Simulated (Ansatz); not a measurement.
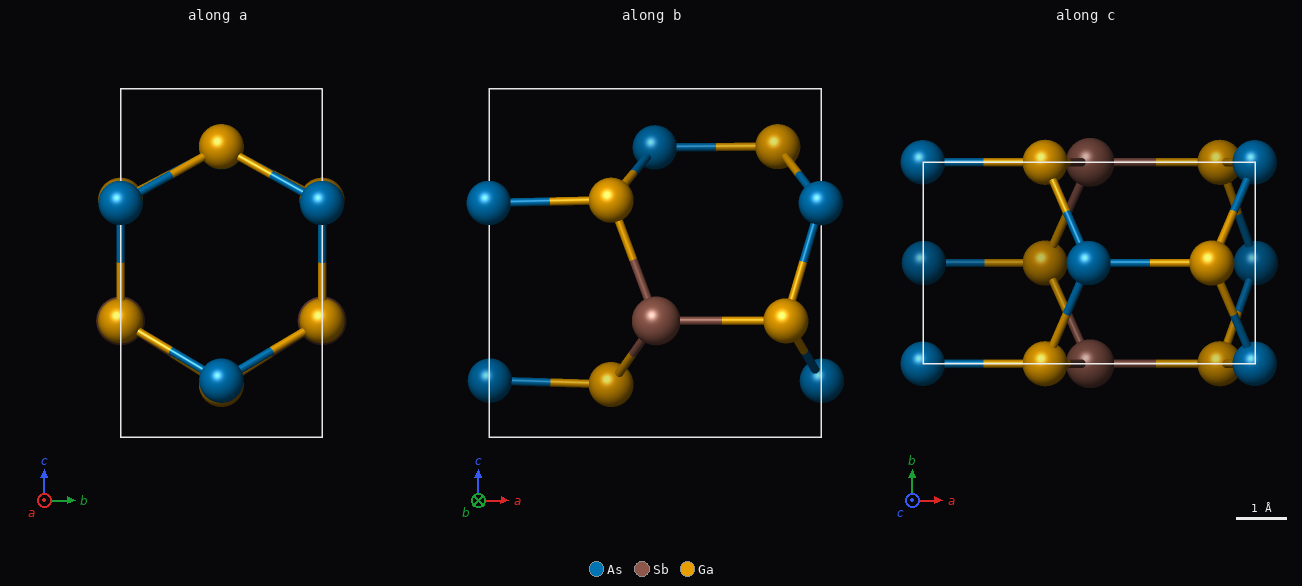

This ball-and-stick model is shown along the a axis, along the b axis and along the c axis. The conventional unit cell is outlined; an atom on or near a face, edge or corner is repeated at each equivalent position.

Lattice parameters: a = 6.723 Å, b = 4.080 Å, c = 7.061 Å, α = 90.00°, β = 90.01°, γ = 90.00°. Put a along x and b in the xy plane.

Give the atomic positions as a POSCAR file, with free fractional coordinates to two decimals.

```
As Sb Ga
1.0
     6.723    0.000    0.000
     0.000    4.080    0.000
    -0.002    0.000    7.061
As Sb Ga
3 1 4
Direct
  0.00 0.00 0.67
  0.00 0.50 0.16
  0.50 0.50 0.83
  0.50 0.00 0.33
  0.37 0.00 0.68
  0.37 0.50 0.15
  0.87 0.50 0.83
  0.89 0.00 0.33
```

The initial geometry was a structure type filled with these elements by a generator (whether the compound takes this form wasn't checked). This is the structure after a relaxation with Ansatz, DFT, r2SCAN, plane waves, PAW.
